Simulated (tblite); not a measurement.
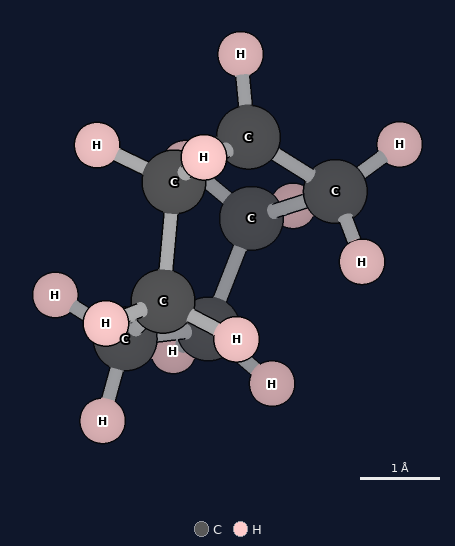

The structure (ball-and-stick view, seen at a tilt). Bond lengths as drawn: C–C 1.42 to 1.59 Å and C–H 1.08 to 1.11 Å.

## Relaxed scan, with input and output: C7H13 (charge +1)

- system: C7H13, charge +1, SMILES [CH+]1CCCCCC1
- method: GFN2-xTB relaxed scan under a harmonic restraint, gas phase (tblite 0.8.0)

The program's output
```
point  coordinate     E/eV
  0    -89.100     -575.35772
  1    -75.200     -575.30488
  2    -61.300     -575.28020
  3    -47.900     -575.26460
  4    -34.700     -575.22014
  5    -21.100     -575.15739
  6     -7.400     -575.08697
  7      6.400     -575.03708
  8     20.300     -575.01495
  9     34.000     -575.01199
 10     48.600     -575.13301
 11     61.800     -575.21881
 12     74.700     -575.23905
 13     87.700     -575.19730
 14    102.500     -575.37151
```

The run was set up as follows.

Input file
```
{"job": {"xc": "GFN2-xTB", "basis": "xTB", "coordinate": [["t", [4, 5, 6, 0], 1.0]], "kind": "drive"}, "charge": 1, "multiplicity": 1}
C      0.304694     1.483159    -0.192954
C     -1.122458     1.169105    -0.141655
C     -1.489045    -0.169266     0.507236
C     -0.867804    -1.337778    -0.252559
C      0.649293    -1.432989    -0.067894
C      1.378617    -0.150510    -0.443276
C      1.288685     0.953684     0.691206
H      0.614040     2.248066    -0.899369
H     -1.554538     1.993766     0.446572
H     -1.577264     1.246304    -1.133108
H     -2.573698    -0.265838     0.482153
H     -1.187561    -0.195172     1.554515
H     -1.105711    -1.246671    -1.314469
H     -1.311588    -2.268027     0.099353
H      1.026215    -2.234796    -0.706231
H      0.879481    -1.702958     0.963495
H      2.451902    -0.297099    -0.586790
H      1.033287     0.175292    -1.442238
H      2.204603     1.521364     0.807038
H      0.953702     0.521042     1.625937
```

The first line tells a small driver script what to run in tblite; the rest is the geometry in Å.

Command:
```bash
OMP_NUM_THREADS=1 python <driver script> task.json out
```

Summary

```csv
quantity,value
outcome,converged
hardware,"1 CPU thread, shared host"
wall time,4.1 s
peak memory,0.19 GiB
```
